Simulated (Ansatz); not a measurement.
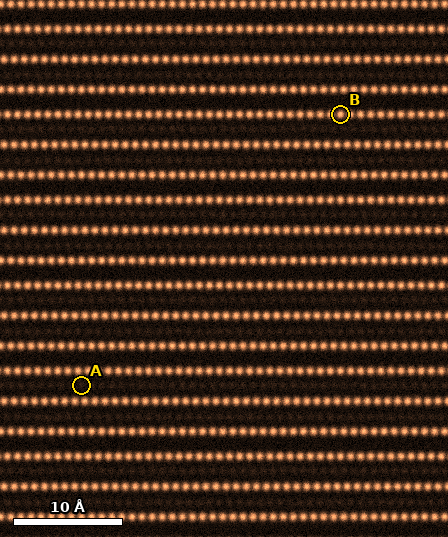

HAADF-like image of Mo3N2 (P-3m1, No. 164) along [310]. Simulated incoherent Z contrast: every atom adds Z^1.7 spread by a probe of 0.50 Å full width; channelling and multiple scattering are left out. The display is stretched by a gamma of 0.65; percentages refer to the linear signal. Shot noise was added. Structure used: coordinates from a relaxation with DFT PBE, scalar-relativistic, plane waves, PAW (Ansatz 0.2.0); the starting structure was generated, so it need not be a known form of this composition.

```
Mo N
1.0
     2.86478    0.00000    0.00000
    -1.43239    2.48097    0.00000
     0.00000    0.00000    7.94292
Mo N
3 2
Direct
  0.00000 0.00000 0.00000
  0.33333 0.66667 0.64600
  0.66667 0.33333 0.35400
  0.33333 0.66667 0.18520
  0.66667 0.33333 0.81480
```

**Which atoms make up the marked columns?**

A: N (1 N per 7.58 Å along the beam; about 5 % of the brightest peak). B: Mo (1 Mo per 7.58 Å along the beam; the brightest kind). Brightness is counted from the darkest point of the image.
